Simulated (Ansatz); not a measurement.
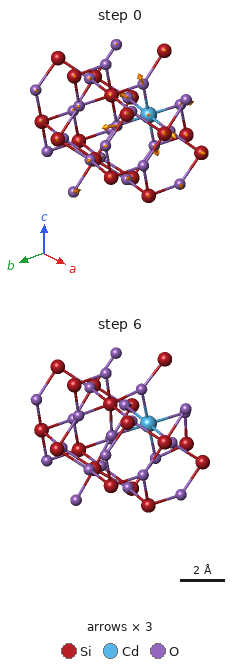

The structure of a defect cell of composition Si22CdO48 before (top) and after (bottom) a relaxation, at one scale. The orange arrows give the displacements, magnified 3 times.

The picture is a ball-and-stick view of the atoms within 4.2 Å of the atom that moves most (axes of the cell of the calculation, reduced to other axes (origin shifted)), seen from a free direction. Lengths and directions refer to the drawn axes.

The atoms of the start lie slightly off their symmetric places, so part of the fall in energy undoes that.

These are results of DFT, PBEsol, PAW, plane waves (Ansatz 0.2.0), not measurements. Set-up: plane-wave cutoff 420 eV; k-point mesh 1 × 1 × 1; mesh shifted by (0.25, 0.25, 0.25); collinear spin; atoms relaxed in a fixed cell; force threshold 0.03 eV/Å; at most 80 steps.

### Describe what moved and what it gained.

After 6 geometry steps the energy has fallen by 7.102 eV per cell of the calculation. The largest force component goes from 7.2 to 0.021 eV/Å. The atom that moves furthest is an O atom (0.28 Å roughly along [−2 1 −1]). Largest moves by element: O 0.28 Å, Si 0.09 Å, Cd 0.04 Å. The lattice vectors keep their values. Among the contacts that change: Cd–O 1.727 → 2.005 Å, Cd–O 1.748 → 2.005 Å, Cd–O 1.765 → 2.016 Å, Cd–O 1.820 → 2.013 Å. Among the angles between lasting bonds that change: Si–O–Si 129.2° → 143.9°, Si–O–Si 130.6° → 143.7°, O–Si–O 81.8° → 94.9°. The program noted that the starting moments weren't kept. The run may lie on a higher electronic state than the lowest, so the end point isn't shown to be the ground-state structure. Cost: 10 s on 1 × NVIDIA GB200 with 8 threads of Arm Neoverse-V2, peak memory 2 GiB.

Limits of the set-up: the periodic images lie only 8.0 Å apart, so the values are limited by the cell's size.
